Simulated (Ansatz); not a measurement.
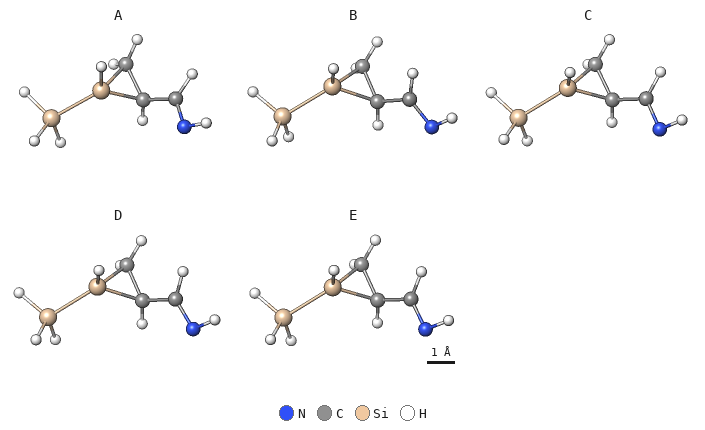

5 geometries from one relaxation of C₃H₉NSi₂, in shuffled order. The picture is a ball-and-stick view, seen at a tilt.

The run prepares an end point of a later path (hydrogen shift) calculation, from a guessed geometry.

Theory: RKS PBE/STO-3G in Ansatz. (no spin polarisation; force threshold 0.02 eV/Å; at most 50 steps)

### Put them in the order of the run, from the start to the converged end.

A, C, E, D, B. They are steps 0, 2, 4, 5, 11, at +1.349 eV, +0.219 eV, +0.060 eV, +0.026 eV relative to the last. The energy falls by 1.349 eV in 11 geometry steps. The largest force component goes from 5.7 to 0.018 eV/Å. The atom that moves furthest after the best rigid fit is an H atom (0.89 Å). By element the largest moves are H 0.89 Å, N 0.58 Å, Si 0.26 Å, C 0.16 Å. Some distances before and after: C–H 1.010 → 1.100 Å, H–N 1.000 → 1.088 Å, H–Si 1.540 → 1.455 Å, C–Si 1.934 → 1.852 Å. Bond angles that change, for instance: Si–C–H 110.3° → 119.2°, C–Si–Si 113.6° → 122.2°, H–C–H 120.3° → 112.3°. Groups turn about C–C by about 45°.

Limits of the set-up: STO-3G is a minimal basis, so the numbers are rough.
